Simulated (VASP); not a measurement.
Consider the following.

```
Be
1.0
    1.13012    -1.95743     0.00000
    1.13012     1.95743     0.00000
    0.00000     0.00000     3.55096
Be
2
Direct
  0.33333   0.66667   0.25000
  0.66667   0.33333   0.75000
```

All values below come from PBEsol GGA, VASP's PBE PAW potentials (set 64) (plane waves; VASP 6.6.1). Run with 400 eV cut-off, 21×21×12 Γ-centred mesh, tetrahedra with Blöchl corrections, potentials Be.

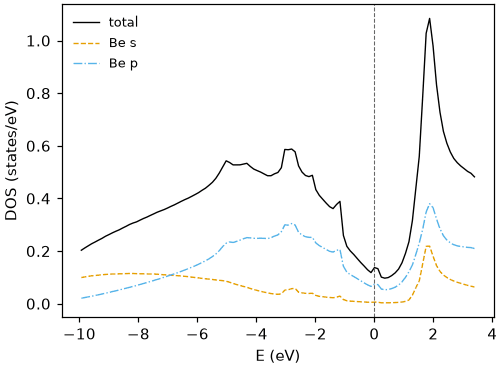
Figure: Total and projected density of states, zero at the Fermi level

Within 2 eV below the Fermi level the largest weight inside VASP's projection spheres is Be p.

It has no gap at this level: it comes out as a metal or semimetal.

The compound is Be in the hcp structure. It was relaxed first.
